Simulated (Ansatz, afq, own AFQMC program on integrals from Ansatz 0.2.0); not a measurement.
# TiSiH₃OF₂ (quartet): AFQMC on the coupled-cluster ladder as a fragment species, def2-SVP

Aim: compute TiSiH₃OF₂ (quartet) with auxiliary-field quantum Monte Carlo on the same integrals as coupled cluster, and set the energies side by side.

Method: def2-SVP, frozen cores; program: Ansatz 0.2.0, Gaussian basis, and an in-house AFQMC program (afq) on its integrals; all values are calculated.

The runs, in order: CCSD(T) on UHF; PBE (unrestricted); CCSD(T) on UHF; r2SCAN (unrestricted); PBE0 (unrestricted); B3LYP (unrestricted); wB97M-V (unrestricted); B2PLYP (unrestricted); MP2 on UHF; Phaseless AFQMC, CISD trial on UHF; Phaseless AFQMC, single-determinant trial on UHF.

4 further runs of the same task are left out: 4 that didn't finish.

**1. The system**

The geometry is a PBE0/def2-SVP stationary point (not a proven minimum).

8 atoms, charge 0, spin multiplicity 4.

Atoms are counted from 1 here; the program's logs count them from 0.

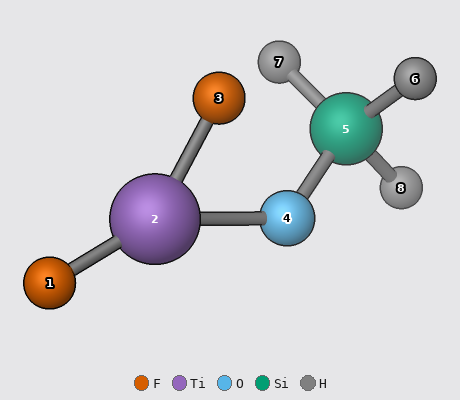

The geometry (fluorine orange, titanium purple, oxygen blue, silicon teal, hydrogen grey); atoms are numbered from 1 in the order of the file.

**2. CCSD(T) on UHF**

The input, in.yaml:

```yaml
crystal:
  periodic: [false, false, false]
  atoms:
    - {symbol: F, position_ang: [-2.976392, -0.618553, -2.176910]}
    - {symbol: Ti, position_ang: [-1.615442, -0.354148, -1.047158]}
    - {symbol: F, position_ang: [-1.162457, -0.158664, 0.781313]}
    - {symbol: O, position_ang: [0.447747, -0.060104, -0.731827]}
    - {symbol: Si, position_ang: [1.298560, 0.803170, 0.462879]}
    - {symbol: H, position_ang: [1.640747, -0.084296, 1.602780]}
    - {symbol: H, position_ang: [0.604793, 2.050803, 0.872301]}
    - {symbol: H, position_ang: [2.545944, 1.145591, -0.294477]}
basis:
  gaussian: {orbitals: def2-SVP}
magnetization: {spin_polarized: true, initial_magnetization: 3}
correlation: {method: ccsd_t, electrons: outside_noble_gas, hamiltonian_folder: ham}
```

Run with:

```console
ansatz run in.yaml --threads 1 --pin off --events-out ev --progress --plain --max-ram 24576MiB --backend cuda --devices 0, --max-vram 18GiB
```

The log of the run, shortened:

```text
Functional definition: HF
  name "HF"
  cite "Fock, Z. Phys. 61, 126 (1930) doi:10.1007/BF01340294"
  parent pbe
[...]
1049 factors; integrals over basis functions are off by at most 1.1e-3 eV
[...]
mean field -38437.33402137 eV, -1412.5459715246 hartree, gradient 3.2e-6 eV, S^2 3.761789; 11 other end points of the search recorded, 0 dependent functions left out
determinant -38437.33402137 eV, -1412.5459715246 hartree, with singles and doubles -38457.00036593 eV, -1413.2686963569 hartree
determinant -38437.16196508 eV, -1412.5396485727 hartree, with singles and doubles -38456.82787861 eV, -1413.2623575648 hartree
determinant -38436.82887966 eV, -1412.5274079090 hartree, with singles and doubles -38456.23295892 eV, -1413.2404946696 hartree
determinant -38437.33402137 eV, -1412.5459715246 hartree, with singles and doubles -38457.01631515 eV, -1413.2692824798 hartree
determinant -38437.16196508 eV, -1412.5396485727 hartree, with singles and doubles -38456.84004465 eV, -1413.2628046585 hartree
17 core orbitals not correlated: weight in the atoms' cores, before any rotation towards them, 0.946 or more for the frozen orbitals, at most 0.049 for the correlated occupied ones
reference -38437.33402137 eV, -1412.5459715246 hartree; 17, 14 occupied and 72, 75 virtual orbitals, 1049 factors
second order -18.45466030 eV of doubles, -0.00000000 eV of singles
cycle   1  -19.68228931 eV  change    4.5e-6 eV  update   7.6e-6
perturbative correction -0.41189514 eV, -0.0151368671 hartree
Total energy: -38457.42820581 eV, -1413.2844191825 hartree
```

Wall time 15 s (1 × NVIDIA H100 80GB HBM3 with 1 thread of AMD EPYC 7R13 (Zen 3), shared host); peak host memory 3.3 GiB.

From the report: ⟨S²⟩ of the determinant 3.762 (pure quartet: 3.75); correlation -20.0942 eV; T1 0.028; largest double amplitude 0.04.

This run also writes the integrals to the folder ham.

**3. PBE (unrestricted)**

Changes to in.yaml since step 2:

```diff
@@ -14,2 +14,3 @@
 magnetization: {spin_polarized: true, initial_magnetization: 3}
-correlation: {method: ccsd_t, electrons: outside_noble_gas, hamiltonian_folder: ham}
+hamiltonian: {xc: {name: PBE}}
+output: {orbitals: {seedname: orbitals}}
```

Run with:

```console
ansatz run in.yaml --threads 1 --pin off --events-out ev --progress --plain --max-ram 8192MiB --backend cpu
```

The log of the run, shortened:

```text
Functional definition: PBE
  name "PBE"
  cite "Perdew, Burke & Ernzerhof, Phys. Rev. Lett. 77, 3865 (1996) doi:10.1103/PhysRevLett.77.3865"
  parent pbe
[...]
1189 factors; their error is unknown
[...]
mean field -38495.13684821 eV, -1414.6701862309 hartree, gradient 7.6e-6 eV, S^2 3.755411; 10 other end points of the search recorded, 0 dependent functions left out
reference -38495.13692082 eV, -1414.6701888993 hartree; 34, 31 occupied and 72, 75 virtual orbitals, 1189 factors
Total energy: -38495.13692082 eV, -1414.6701888993 hartree
```

Run time: 25 s. Hardware: 1 thread of AMD EPYC 7R13 (Zen 3), shared host; peak memory 3.3 GiB.

From the report: ⟨S²⟩ of the determinant 3.755 (pure quartet: 3.75).

**4. CCSD(T) on UHF**

Changes to in.yaml since step 3:

```diff
@@ -12,5 +12,4 @@
 basis:
-  gaussian: {orbitals: def2-SVP}
+  gaussian: {orbitals: def2-TZVPP}
 magnetization: {spin_polarized: true, initial_magnetization: 3}
-hamiltonian: {xc: {name: PBE}}
-output: {orbitals: {seedname: orbitals}}
+correlation: {method: ccsd_t, electrons: outside_noble_gas}
```

Run with:

```console
ansatz run in.yaml --threads 1 --pin off --events-out ev --progress --plain --max-ram 24576MiB --backend cuda --devices 0, --max-vram 18GiB
```

The log of the run, shortened:

```text
Functional definition: HF
  name "HF"
  cite "Fock, Z. Phys. 61, 126 (1930) doi:10.1007/BF01340294"
  parent pbe
[...]
1529 factors; integrals over basis functions are off by at most 7.5e-4 eV
[...]
mean field -38452.81413873 eV, -1413.1148553449 hartree, gradient 6.2e-6 eV, S^2 3.763646; 9 other end points of the search recorded, 0 dependent functions left out
17 core orbitals not correlated: weight in the atoms' cores, before any rotation towards them, 0.934 or more for the frozen orbitals, at most 0.060 for the correlated occupied ones
reference -38452.81413873 eV, -1413.1148553449 hartree; 17, 14 occupied and 207, 210 virtual orbitals, 1529 factors
second order -24.61955859 eV of doubles, -0.00000000 eV of singles
cycle   1  -24.72404739 eV  change   -1.0e-1 eV  update   1.4e-1
[...]
cycle  24  -25.64469064 eV  change   -3.7e-7 eV  update   3.2e-5
perturbative correction -0.87086284 eV, -0.0320036190 hartree
Total energy: -38479.32969221 eV, -1414.0892839623 hartree
```

It took 27 s on 1 × NVIDIA H100 80GB HBM3 with 1 thread of AMD EPYC 7R13 (Zen 3), shared host; peak host memory 3.3 GiB.

From the report: ⟨S²⟩ of the determinant 3.764 (pure quartet: 3.75); correlation -26.5156 eV; T1 0.027; largest double amplitude 0.03.

**5. r2SCAN (unrestricted)**

Changes to in.yaml since step 4:

```diff
@@ -12,4 +12,4 @@
 basis:
-  gaussian: {orbitals: def2-TZVPP}
+  gaussian: {orbitals: def2-SVP}
 magnetization: {spin_polarized: true, initial_magnetization: 3}
-correlation: {method: ccsd_t, electrons: outside_noble_gas}
+hamiltonian: {xc: {name: r2SCAN}}
```

Run with:

```console
ansatz run in.yaml --threads 1 --pin off --events-out ev --progress --plain --max-ram 8192MiB --backend cpu
```

The log of the run, shortened:

```text
Functional definition: r2SCAN
  name "r2SCAN"
  cite "Furness, Kaplan, Ning, Perdew & Sun, J. Phys. Chem. Lett. 11, 8208 (2020) doi:10.1021/acs.jpclett.0c02405"
  cite "Furness, Kaplan, Ning, Perdew & Sun, J. Phys. Chem. Lett. 11, 9248 (2020) doi:10.1021/acs.jpclett.0c03077"
  parent r2scan
[...]
1189 factors; their error is unknown
[...]
mean field -38508.11816994 eV, -1415.1472410052 hartree, gradient 9.0e-6 eV, S^2 3.759237; 9 other end points of the search recorded, 0 dependent functions left out
reference -38508.11821564 eV, -1415.1472426846 hartree; 34, 31 occupied and 72, 75 virtual orbitals, 1189 factors
Total energy: -38508.11821564 eV, -1415.1472426846 hartree
```

Run time: 64 s. Hardware: 1 thread of AMD EPYC 7R13 (Zen 3), shared host; peak memory 3.3 GiB.

From the report: ⟨S²⟩ of the determinant 3.759 (pure quartet: 3.75).

**6. PBE0 (unrestricted)**

Changes to in.yaml since step 5:

```diff
@@ -14,2 +14,3 @@
 magnetization: {spin_polarized: true, initial_magnetization: 3}
-hamiltonian: {xc: {name: r2SCAN}}
+hamiltonian: {xc: {name: PBE0}}
+output: {orbitals: {seedname: orbitals}}
```

Same command.

The log of the run, shortened:

```text
Functional definition: PBE0
  name "PBE0"
  cite "Adamo & Barone, J. Chem. Phys. 110, 6158 (1999) doi:10.1063/1.478522"
  cite "Perdew, Burke & Ernzerhof, Phys. Rev. Lett. 77, 3865 (1996) doi:10.1103/PhysRevLett.77.3865"
  parent pbe
[...]
1049 factors; integrals over basis functions are off by at most 1.1e-3 eV
[...]
mean field -38496.39267538 eV, -1414.7163370282 hartree, gradient 4.6e-6 eV, S^2 3.757911; 6 other end points of the search recorded, 0 dependent functions left out
reference -38496.39273280 eV, -1414.7163391382 hartree; 34, 31 occupied and 72, 75 virtual orbitals, 1049 factors
Total energy: -38496.39273280 eV, -1414.7163391382 hartree
```

Wall time 32 s (1 thread of AMD EPYC 7R13 (Zen 3), shared host); peak memory 3.3 GiB.

From the report: ⟨S²⟩ of the determinant 3.758 (pure quartet: 3.75).

**7. B3LYP (unrestricted)**

Changes to in.yaml since step 6:

```diff
@@ -14,3 +14,2 @@
 magnetization: {spin_polarized: true, initial_magnetization: 3}
-hamiltonian: {xc: {name: PBE0}}
-output: {orbitals: {seedname: orbitals}}
+hamiltonian: {xc: {name: B3LYP}}
```

Same command.

The log of the run, shortened:

```text
Functional definition: B3LYP
  name "B3LYP"
  cite "Stephens, Devlin, Chabalowski & Frisch, J. Phys. Chem. 98, 11623 (1994) doi:10.1021/j100096a001"
  cite "Becke, Phys. Rev. A 38, 3098 (1988) doi:10.1103/PhysRevA.38.3098"
  cite "Lee, Yang & Parr, Phys. Rev. B 37, 785 (1988) doi:10.1103/PhysRevB.37.785"
  cite "Vosko, Wilk & Nusair, Can. J. Phys. 58, 1200 (1980) doi:10.1139/p80-159"
[...]
1049 factors; integrals over basis functions are off by at most 1.1e-3 eV
[...]
mean field -38513.73847873 eV, -1415.3537835438 hartree, gradient 9.9e-6 eV, S^2 3.756718; 6 other end points of the search recorded, 0 dependent functions left out
reference -38513.73880281 eV, -1415.3537954535 hartree; 34, 31 occupied and 72, 75 virtual orbitals, 1049 factors
Total energy: -38513.73880281 eV, -1415.3537954535 hartree
```

Run time: 28 s. Hardware: 1 thread of AMD EPYC 7R13 (Zen 3), shared host; peak memory 3.3 GiB.

From the report: ⟨S²⟩ of the determinant 3.757 (pure quartet: 3.75).

**8. wB97M-V (unrestricted)**

Changes to in.yaml since step 7:

```diff
@@ -14,2 +14,3 @@
 magnetization: {spin_polarized: true, initial_magnetization: 3}
-hamiltonian: {xc: {name: B3LYP}}
+hamiltonian: {xc: {name: wB97M-V}}
+output: {orbitals: {seedname: orbitals}}
```

The command is unchanged.

The log of the run, shortened:

```text
Functional definition: wB97M-V
  name "wB97M-V"
  cite "Mardirossian & Head-Gordon, J. Chem. Phys. 144, 214110 (2016) doi:10.1063/1.4952647"
  cite "Becke, J. Chem. Phys. 107, 8554 (1997) doi:10.1063/1.475007"
  cite "Vydrov & Van Voorhis, J. Chem. Phys. 133, 244103 (2010) doi:10.1063/1.3521275"
  # Of w^i u^j: cxij and so on, Table III.
[...]
  gx(w, u) = 1 - cx + cx01*u + cx10*w
  gss(w, u) = css00 + css04*u^4 + css10*w + css20*w^2 + css43*w^4*u^3
  gos(w, u) = cos00 + cos10*w + (cos20 + cos21*u)*w^2 + (cos60 + cos61*u)*w^6
[...]
      + integral(e_c_pw_mod_opposite_spin*gos(b97_w_opposite, b97_u_opposite)) + vv10(b, c)
1049 factors; integrals over basis functions are off by at most 1.1e-3 eV
256 factors; integrals over basis functions are off by at most 1.8e-4 eV
[...]
mean field -38508.22098325 eV, -1415.1510193247 hartree, gradient 7.7e-6 eV, S^2 3.756258; 6 other end points of the search recorded, 0 dependent functions left out
reference -38508.22107072 eV, -1415.1510225391 hartree; 34, 31 occupied and 72, 75 virtual orbitals, 1049 factors
Total energy: -38508.22107072 eV, -1415.1510225391 hartree
```

It took 90 s on 1 thread of AMD EPYC 7R13 (Zen 3), shared host; peak memory 3.3 GiB.

From the report: ⟨S²⟩ of the determinant 3.756 (pure quartet: 3.75).

[end of part 1 of 2]
